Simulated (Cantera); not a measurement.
A closed system holds: 1 mol SiH4, 0.34 mol H2O, held at 1.60 mbar.

These are equilibrium values from Cantera (NASA tables, ideal gas, pure condensed phases), not measurements of a reactor. Candidate condensed phases: H2O, Si, SiO2; 18 gas species. Mutual solubility and eutectic melting of coexisting phases are not modelled. The tables hold silica as quartz up to 1696 K and as liquid above; real silica turns to tridymite and cristobalite and melts near 1996 K. Gases not in the tables: Si2H6 and higher silanes. Kinetics and transport are ignored.

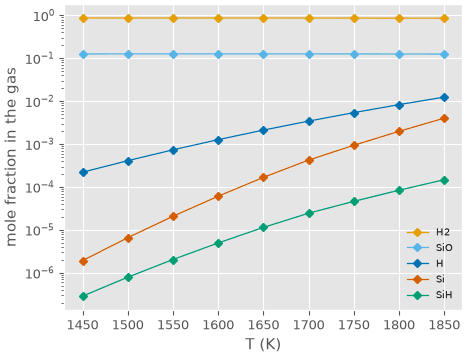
Fig. 1. Equilibrium gas composition (values under 1e-9 drawn at 1e-9)

Q: Read off the mole fractions at 1450 K.

A: H2 about 0.87, SiO about 0.13, H about 0.00022, Si about 1.9e-6, SiH about 2.9e-7.
